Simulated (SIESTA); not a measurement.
## How far to go with the SCF threshold: Rh (Fm-3m, 1 atom in the cell)

```
Rh
1.0
    0.00000     1.90950     1.90950
    1.90950     0.00000     1.90950
    1.90950     1.90950     0.00000
Rh
1
Cartesian
  0.00000   0.00000   0.00000
```

Method of the run: GGA PBE, numerical atomic orbitals DZP, PseudoDojo PBE standard norm-conserving potentials (rewritten from UPF to PSML) run with SIESTA 5.4.2.

Base settings: XC.functional = GGA; XC.authors = PBE; potentials = PseudoDojo PBE standard; PAO.BasisSize = DZP; PAO.EnergyShift = 0.01 Ry; MeshCutoff = 400 Ry; kgrid.MonkhorstPack = 7 7 7; OccupationFunction = FD; ElectronicTemperature = 0.1 eV; MaxSCFIterations = 150.

In this ladder: SCF.DM.Tolerance = default; SCF.DM.Converge = false; SCF.H.Converge = false; SCF.FreeE.Converge = true.

The mesh stays at the base's, so the ladder's end is converged at best in this setting alone.

Only quantities that move along the ladder and can be compared are tabulated.

The starting cell has typed, rounded lattice constants, without a prior relaxation at this level. Its lattice was rescaled by up to half a per cent. Spin polarisation is off. Values carry the incompleteness of an atom-centred basis. Without a gap this mesh is coarse (it stands for a supercell whose shortest vector is 19 Å).

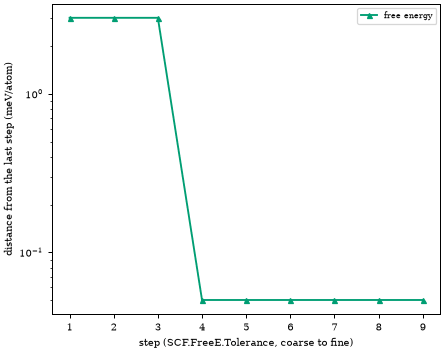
Distance from the last step along the ladder; very small values are drawn at a floor.

```csv
SCF.FreeE.Tolerance,free energy less the last step's (meV/atom),pressure (GPa)
1.0E-01 eV,3.02,0.21
1.0E-02 eV,3.02,0.21
1.0E-03 eV,3.02,0.21
1.0E-04 eV,0.00,0.90
1.0E-05 eV,0.00,0.91
1.0E-06 eV,0.00,0.91
1.0E-07 eV,0.00,0.91
1.0E-08 eV,0.00,0.91
1.0E-10 eV,0.00,0.91
1.0E-12 eV,0.00,0.91
```

Coarsest SCF.FreeE.Tolerance that holds the free energy within 0.5 meV/atom of the last step, with all finer ones: 1.0E-04 eV; the step before is off by 3.0 meV/atom.

Coarsest SCF.FreeE.Tolerance that holds the pressure within 0.05 GPa of the last step, with all finer ones: 1.0E-04 eV; the step before is off by 0.70 GPa.

Two neighbours can agree and both be off: 1.0E-01 eV and 1.0E-02 eV differ by 0.00 meV/atom in the free energy, yet lie about 3.0 meV/atom from the last step.
